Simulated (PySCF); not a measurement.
C4H7NO

```xyz
13

C    -2.0937    0.8441    0.2928
C    -1.0319   -0.1118   -0.2164
O     0.2357    0.3028    0.3241
C     1.2624   -0.3741   -0.0810
N     1.7096   -1.3090   -0.7960
C     2.6971   -0.5131    0.0264
H    -3.0642    0.5509   -0.0964
H    -2.1251    0.8252    1.3790
H    -1.8720    1.8577   -0.0303
H    -1.2322   -1.1395    0.1060
H    -0.9716   -0.0974   -1.3100
H     3.3500    0.1680   -0.5042
H     3.1315   -1.0033    0.8882
```

Geometry: GFN2-xTB.

Theory: PySCF, PBE0/pcSseg-1, SCF density, gas phase, non-relativistic.

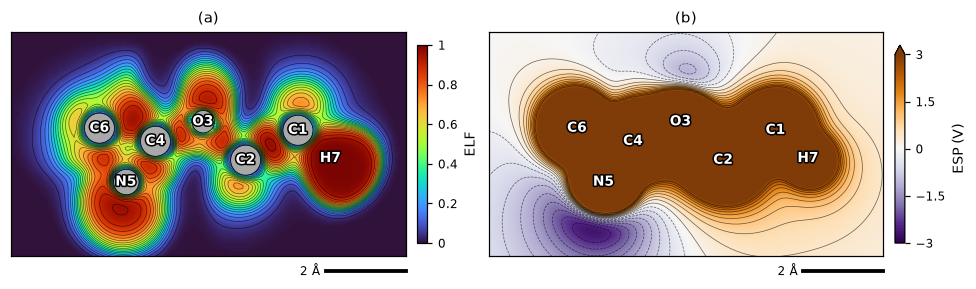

Figure 1. (a) ELF; (b) molecular electrostatic potential on the plane of atoms C4, N5 and C6. Grey discs cover the atomic cores in the ELF map.

### What does the map show?

Atoms in the plane: C, O, N and H.
C–N (1.26 Å): the ELF peaks at about 0.85 between the atoms: a multiple bond.
C–O (1.29 Å): the ELF peaks at about 0.90 between the atoms: a polar covalent bond.
C–C (1.45 Å): the ELF peaks at about 0.85 between the atoms (a covalent bond).
C–H (1.09 Å): the ELF climbs to about 1 towards the hydrogen, as it does in any bond to H (a covalent bond by its length).
C–O (1.44 Å): the ELF peaks at about 0.90 between the atoms: a polar covalent bond.
The ELF also peaks beside N5 and O3, away from the bonds: lone-pair regions.
Outside the dense part of the molecule the potential is most negative (−2.7 V) near N5.

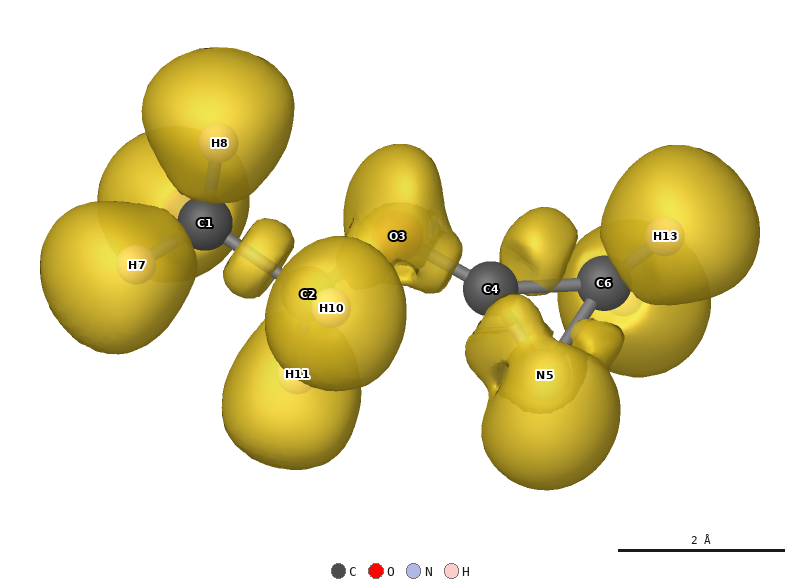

Figure 2. Isosurface of the electron localisation function at 0.75 (yellow), seen at a tilt. Core shells and regions of very low density are left out.

### Describe the localisation domains.

At this value the surface marks out two regions between bonded C–C atoms (shared pairs), seven regions around hydrogen nuclei, one region on N in which the atom's valence shell and bonds are merged and one region on O in which the atom's valence shell and bonds are merged.

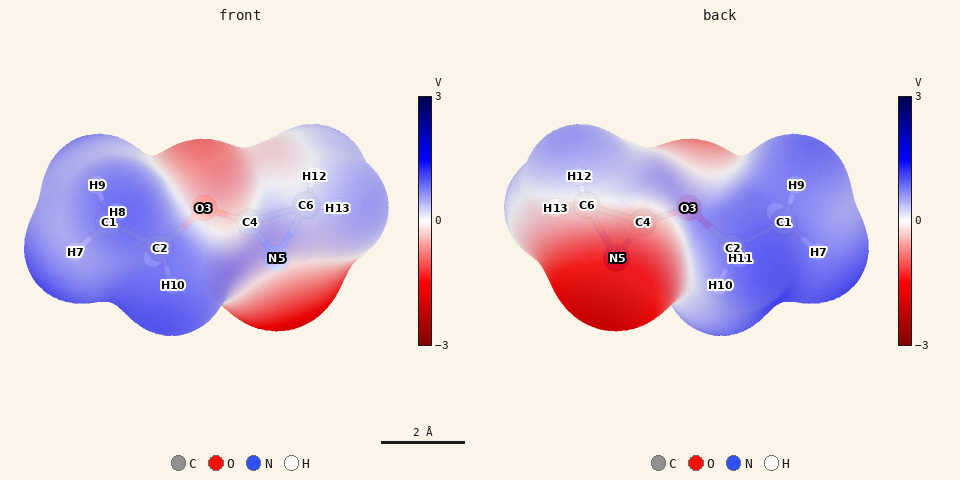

Figure 3. The molecular electrostatic potential painted on the density surface at 0.002 e/bohr³, seen from the front and from behind; the colour scale runs from red (negative) to blue (positive).

### Where is the surface potential most negative and most positive?

The most negative region (about −2.0 V) lies over N5, the most positive (about +1.1 V) over C2 and H7. N5 is the likeliest acceptor of a hydrogen bond.

### How polar is the molecule by this calculation?

Its dipole moment is 2.71 D.
